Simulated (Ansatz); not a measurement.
# CH5In (SMILES [CH3][InH2]) at 6 levels

We compute a comparison of 6 runs (HF/STO-3G, HF/3-21G, PBE0/def2-SVP, MP2/def2-SVPD, MP2/def2-TZVP, CCSD/def2-TZVP) of CH5In. 

The calculation is run with Ansatz 0.2.0.

2 further runs of the same task are left out: 2 for a known fault of the program.

## (1) The molecule

CH5In: 7 atoms, total charge 0, spin state singlet. As SMILES, `[CH3][InH2]`. Geometry: relaxed at PBE0-D4/def2-TZVP.

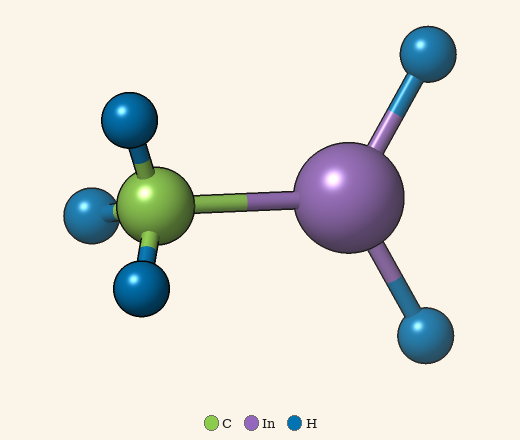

Viewed from a chosen angle; carbon green, indium purple, hydrogen blue.

## (2) Energy and gradient at HF/STO-3G (run 1)

in.yaml reads:

```yaml
crystal:
  periodic: [false, false, false]
  atoms:
    - {symbol: C, position_ang: [-0.528500, -0.700600, -0.498600]}
    - {symbol: In, position_ang: [0.594300, 0.783800, 0.584000]}
    - {symbol: H, position_ang: [-1.415600, -1.012400, 0.052500]}
    - {symbol: H, position_ang: [-0.848300, -0.280000, -1.455900]}
    - {symbol: H, position_ang: [0.091200, -1.573000, -0.712000]}
    - {symbol: H, position_ang: [-0.133500, 1.677000, 1.874900]}
    - {symbol: H, position_ang: [2.240400, 1.105200, 0.155100]}
basis:
  gaussian:
    orbitals: STO-3G
hamiltonian:
  xc: hf
accuracy: high
output:
  forces: true
  orbitals: {seedname: orbitals}
```

Command:

```
$ ansatz run in.yaml --threads 1 --pin off --max-ram 2610MiB --events-out events.jsonl --progress --plain --runs-dir runs
```

Standard output:

```text
Warning: RAYON_NUM_THREADS=1 ignored (pool sized by the plan → 1); use --threads N
Functional definition: HF
  name "HF"
  exchange = exact_x
  correlation = 0
694 factors; integrals over basis functions are off by at most 3.9e-9 eV
mean field evaluation 1: about -155734.9034 eV, gradient 9.8e0 eV
mean field evaluation 2: about -155734.9451 eV, gradient 9.7e0 eV
mean field evaluation 4: about -155735.5008 eV, gradient 2.6e-1 eV
mean field evaluation 8: about -155735.4997 eV, gradient 2.8e-4 eV
mean field -155735.49968820 eV, -5723.1740522284 hartree, gradient 2.1e-8 eV, S^2 0.000000; 0 other end points of the search recorded, 0 dependent functions left out
the calculation of the forces begins
reference -155735.49968820 eV, -5723.1740522284 hartree; 30, 30 occupied and 7, 7 virtual orbitals, 694 factors
Total energy: -155735.49968820 eV, -5723.1740522284 hartree
Atom 0 at    -0.528500    -0.700600    -0.498600 Å, force     0.617862     0.850850     0.424930 eV/Å
Atom 1 at     0.594300     0.783800     0.584000 Å, force     0.555955     0.733927     0.510210 eV/Å
Atom 2 at    -1.415600    -1.012400     0.052500 Å, force     0.281913    -0.085906    -0.387399 eV/Å
Atom 3 at    -0.848300    -0.280000    -1.455900 Å, force     0.005420    -0.370011     0.366538 eV/Å
Atom 4 at     0.091200    -1.573000    -0.712000 Å, force    -0.459357     0.200058     0.025229 eV/Å
Atom 5 at    -0.133500     1.677000     1.874900 Å, force     0.710767    -0.958268    -1.349696 eV/Å
Atom 6 at     2.240400     1.105200     0.155100 Å, force    -1.712561    -0.370650     0.410188 eV/Å
Dipole moment:     0.022098     0.030228     0.023382 e Å
```

Run time: 1.2 s. Hardware: 1 thread of Arm Neoverse V2, shared host.

## (3) Energy and gradient at HF/3-21G (run 2)

input.yaml reads:

```yaml
crystal:
  periodic: [false, false, false]
  atoms:
    - {symbol: C, position_ang: [-0.528500, -0.700600, -0.498600]}
    - {symbol: In, position_ang: [0.594300, 0.783800, 0.584000]}
    - {symbol: H, position_ang: [-1.415600, -1.012400, 0.052500]}
    - {symbol: H, position_ang: [-0.848300, -0.280000, -1.455900]}
    - {symbol: H, position_ang: [0.091200, -1.573000, -0.712000]}
    - {symbol: H, position_ang: [-0.133500, 1.677000, 1.874900]}
    - {symbol: H, position_ang: [2.240400, 1.105200, 0.155100]}
basis:
  gaussian:
    orbitals: 3-21G-spherical.json
hamiltonian:
  xc: hf
accuracy: high
output: {forces: true, orbitals: {seedname: orbitals}}
```

The basis set 3-21G is read from a file made from the Basis Set Exchange's data (not shown).

Command:

```
$ ansatz run input.yaml --threads 1 --pin off --max-ram 2610MiB --events-out events.jsonl --progress --plain --runs-dir runs
```

Standard output, cut to the lines that bear on the results:

```text
Warning: RAYON_NUM_THREADS=1 ignored (pool sized by the plan → 1); use --threads N
[... 2 set-up lines as earlier in the session ...]
[...]
1057 factors; integrals over basis functions are off by at most 2.1e-8 eV
[...]
mean field -156608.37568704 eV, -5755.2516535291 hartree, gradient 6.7e-9 eV, S^2 0.000000; 0 other end points of the search recorded, 0 dependent functions left out
[...]
reference -156608.37568704 eV, -5755.2516535291 hartree; 30, 30 occupied and 20, 20 virtual orbitals, 1057 factors
Total energy: -156608.37568704 eV, -5755.2516535291 hartree
Atom 0 at    -0.528500    -0.700600    -0.498600 Å, force    -0.267555    -0.339786    -0.311362 eV/Å
Atom 1 at     0.594300     0.783800     0.584000 Å, force    -0.034933    -0.066035    -0.013929 eV/Å
Atom 2 at    -1.415600    -1.012400     0.052500 Å, force     0.162514    -0.013089    -0.180542 eV/Å
Atom 3 at    -0.848300    -0.280000    -1.455900 Å, force    -0.011110    -0.179698     0.143174 eV/Å
Atom 4 at     0.091200    -1.573000    -0.712000 Å, force    -0.210605     0.109878     0.014646 eV/Å
Atom 5 at    -0.133500     1.677000     1.874900 Å, force    -0.260351     0.351939     0.495141 eV/Å
Atom 6 at     2.240400     1.105200     0.155100 Å, force     0.622040     0.136791    -0.147128 eV/Å
Dipole moment:    -0.059022    -0.075990    -0.056822 e Å
```

Wall time 1.6 s (1 thread of Arm Neoverse V2, shared host).

Runs 3 to 5 aren't shown in full; the table further down has their settings and results.

## (4) Energy and gradient at CCSD/def2-TZVP (core potential) (run 6)

job.yaml reads:

```yaml
crystal:
  periodic: [false, false, false]
  atoms:
    - symbol: C
      position_ang: [-0.528500, -0.700600, -0.498600]
    - symbol: In
      position_ang: [0.594300, 0.783800, 0.584000]
    - symbol: H
      position_ang: [-1.415600, -1.012400, 0.052500]
    - symbol: H
      position_ang: [-0.848300, -0.280000, -1.455900]
    - symbol: H
      position_ang: [0.091200, -1.573000, -0.712000]
    - symbol: H
      position_ang: [-0.133500, 1.677000, 1.874900]
    - symbol: H
      position_ang: [2.240400, 1.105200, 0.155100]
basis:
  gaussian:
    orbitals: def2-TZVP
accuracy: high
correlation:
  method: ccsd
  frozen_orbitals: {C: 1, H: 0, In: 4}
output: {forces: true, orbitals: {seedname: orbitals}}
scf:
  omitted_lower_state_checks: [cluster_reference, increment]
```

Command:

```
$ ansatz run job.yaml --threads 1 --pin off --max-ram 2610MiB --events-out events.jsonl --progress --plain --runs-dir runs
```

Standard output:

```text
Warning: RAYON_NUM_THREADS=1 ignored (pool sized by the plan → 1); use --threads N
[... 11 lines left out ...]
5 core orbitals not correlated: weight in the atoms' cores, before any rotation towards them, 1.000 or more for the frozen orbitals, at most 0.000 for the correlated occupied ones
[... 24 lines left out ...]
Total energy: -6271.06212420 eV, -230.4572823858 hartree
[... 7 lines left out ...]
Dipole moment:    -0.062095    -0.080382    -0.058067 e Å
Checks for a lower state left out: cluster_reference, increment
```

It took 2 min on 1 thread of Arm Neoverse V2, shared host; peak memory 1.4 GiB.

## (5) The series

| run | level | core potential | frozen core orbitals | energy (Eh) | dipole moment (D) | HOMO energy (eV) | LUMO energy (eV) | wall time |
| --- | --- | --- | --- | --- | --- | --- | --- | --- |
| 1 | HF/STO-3G | none | – | -5723.174052 | 0.21 | -8.01 | 5.95 | 1.2 s |
| 2 | HF/3-21G | none | – | -5755.251654 | 0.54 | -10.15 | 1.05 | 1.6 s |
| 3 | PBE0/def2-SVP (core potential) | def2-SVP | – | -231.117155 | 0.69 | -7.54 | -1.50 | 5.7 s |
| 4 | MP2/def2-SVPD (core potential) | def2-SVPD | 5 | -230.179767 | 0.63 | -10.29 | 0.95 | 9.9 s |
| 5 | MP2/def2-TZVP (core potential) | def2-TZVP | 5 | -230.434454 | 0.61 | -10.25 | 0.75 | 14 s |
| 6 | CCSD/def2-TZVP (core potential) | def2-TZVP | 5 | -230.457282 | 0.56 | -10.25 | 0.75 | 2 min |

## (6) Outcome

| quantity | value |
| --- | --- |
| run 6: total energy | -230.45728 Eh |
| run 6: dipole moment (correlated density) | 0.56 D |
| run 6: HOMO energy (Hartree–Fock orbitals) | -10.25 eV |
| run 6: LUMO energy (Hartree–Fock orbitals) | 0.75 eV |
| run 6: HOMO–LUMO gap (Hartree–Fock orbitals) | 11.00 eV |
| run 6: correlation energy (5 core orbitals frozen) | -490.3 mEh |
| run 6: T1 diagnostic | 0.013 |
| run 6: largest force on an atom | 0.081 eV/Å |

In words: The dipole moment (its size) runs from 0.21 D (HF/STO-3G) to 0.69 D (PBE0/def2-SVP). The two ends differ in method and basis and core potential. The two dipoles point in opposite directions. Over runs 1, 2, 3 the HOMO–LUMO gap runs from 6.04 eV (PBE0/def2-SVP) to 13.96 eV (HF/STO-3G). Some runs of one species differ in core potentials or relativity; totals across that change don't compare. In run 1 the basis is minimal, so the values are rough. In runs 1, 2 relativity is left out where basis or elements ask for it. All runs together took 2.5 min, the longest 2 min.
